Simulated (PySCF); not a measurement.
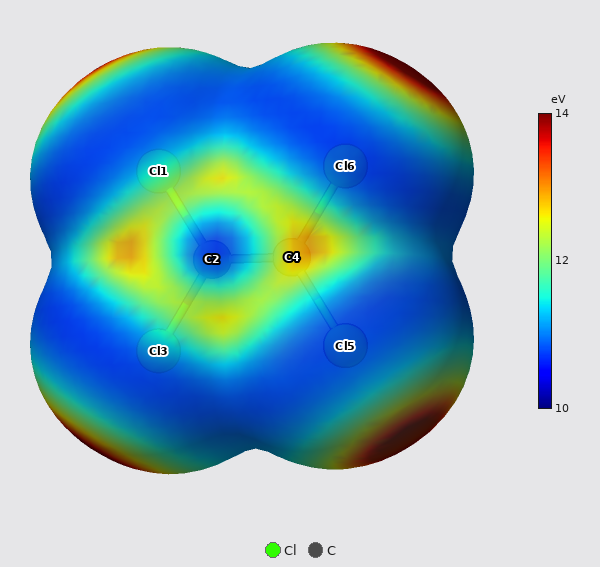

C$_{2}$Cl$_{4}$, SMILES `ClC(Cl)=C(Cl)Cl`. Average local ionisation energy on the surface of electron density 0.001 a.u.

Method: PBE0/def2-TZVP; geometry: GFN2-xTB; program: PySCF. No frequency check shows the geometry to be a minimum. GFN2-xTB bond lengths at metals and heavier atoms can be off by up to 0.1 Å and shapes distorted, which carries into these values.

### Where are the most loosely bound electrons on this surface?

The lowest value is 10.7 eV, off the molecular plane, over Cl5 (2.1 Å), and at like points elsewhere. For comparison, the highest occupied orbital lies at −7.3 eV.
